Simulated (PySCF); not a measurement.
SMILES [SiH]1[SiH2][SiH2][SiH2][SiH2]1, doublet at its B3LYP/def2-SVP optimised geometry (Å):

```
14

Si     1.2886    -0.6291    -1.0842
Si    -0.6641    -1.6590    -1.9115
Si    -2.2383     0.1128    -1.9027
Si    -1.6426     1.3894     0.0000
Si     0.7299     1.3894     0.0000
H      2.2331    -1.5222    -0.3425
H     -1.1228    -2.7625    -1.0090
H     -0.4620    -2.2357    -3.2750
H     -2.0502     0.9414    -3.1338
H     -3.6522    -0.3679    -1.8635
H     -2.2331     2.7625     0.0000
H     -2.1126     0.6676     1.2231
H      1.2379     2.5602    -0.7796
H      1.3054     1.4690     1.3776
```

Computed with unrestricted B3LYP/def2-TZVP run with PySCF. Cells within 0.4 Å of a nucleus heavier than hydrogen are left out (blank, or x).

Map of the Laplacian of the electron density (e/bohr⁵), clipped to [-1.50, 1.50] on the plane z = 0.0 Å:

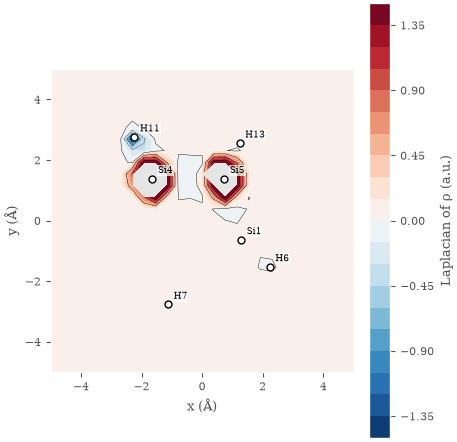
Fig. 1. Laplacian of the electron density (e/bohr⁵), clipped to [-1.50, 1.50] on the plane z = 0.0 Å.
